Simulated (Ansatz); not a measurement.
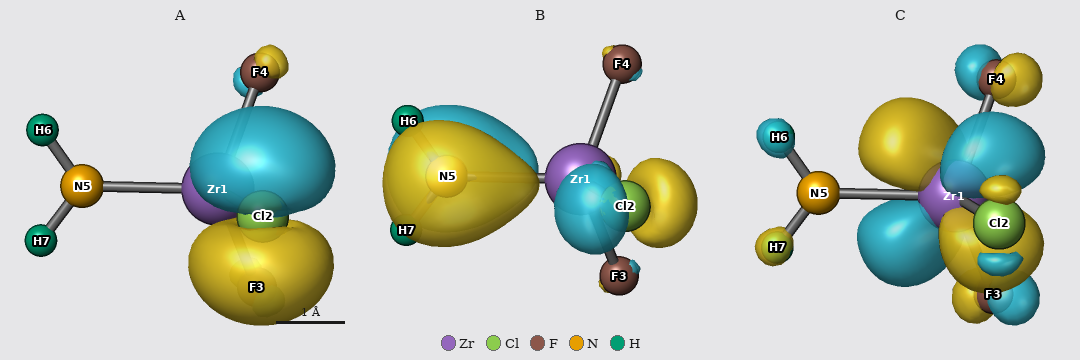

ClF$_{2}$H$_{2}$NZr. Three frontier orbitals at ±0.15 Å⁻³ᐟ² (yellow and cyan are the two phases), in no order.

Core potentials replace the inner electrons of Zr.

Computed with Ansatz 0.2.0, RKS PBE0-D4/def2-SVP.

```xyz
7

Zr   -0.0276   -0.0153   -0.0144
Cl    0.2482   -0.1861    2.3280
F     1.6800    0.0317   -0.8457
F    -1.1598    1.4611   -0.3993
N    -0.9581   -1.6558   -0.6846
H    -1.9670   -1.7813   -0.7523
H    -0.5034   -2.5144   -0.9914
```

Order the three orbitals by energy and name them.

A is the HOMO−1 (−9.22 eV). By Hirshfeld shares it lies mainly on Cl2 (about 90 %); largely a lone pair of Cl2. B is the HOMO (−8.20 eV). It lies mainly on N5 (about 60 %), Cl2 (about 15 %) and Zr1 (about 15 %). C is the LUMO (−1.29 eV). Its weight (Hirshfeld) is mainly on Zr1 (about 75 %), F3 (about 5 %) and F4 (about 5 %).

What is the HOMO–LUMO gap?

6.91 eV between the orbital energies.
